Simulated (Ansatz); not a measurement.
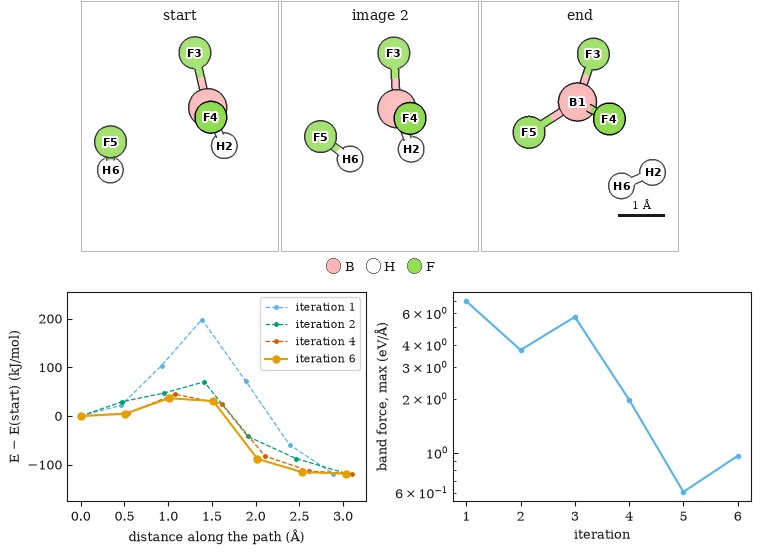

NEB run on BH2F3, made up at the start of BHF$_{2}$ and HF. Images are numbered from 0 (start) to 6 (end). The plot follows the band through its iterations. Style: ball-and-stick. Shown from a free direction.

Level of theory: RKS PBE0-D4/def2-SVP (Ansatz). Set-up: 5 movable images; climbing image; force threshold 0.05 eV/Å; iteration limit 6; starting path through a guess of the saddle point.

Did the band converge, and can the barrier be trusted?

The result isn't final. The band hadn't converged when the run stopped after 6 iterations. The largest component of the band force went from 7 to 0.96 eV/Å. The barrier read from it is provisional: over the last two iterations the highest image moved from 44.9 kJ/mol to 36.6 kJ/mol. The iteration limit was low. The first iteration put the highest image at 198.3 kJ/mol. Forward barrier 36.6 kJ/mol, backward barrier 155.1 kJ/mol, with image 2 at the top; the reaction energy is −118.5 kJ/mol.

Limits of the set-up: the start holds two separate molecules, 2.3 Å apart at their closest, whose relative position is a soft coordinate.

The run took 53 s on 1 thread of Arm Neoverse V1, on a shared host, peak memory 0.12 GiB.
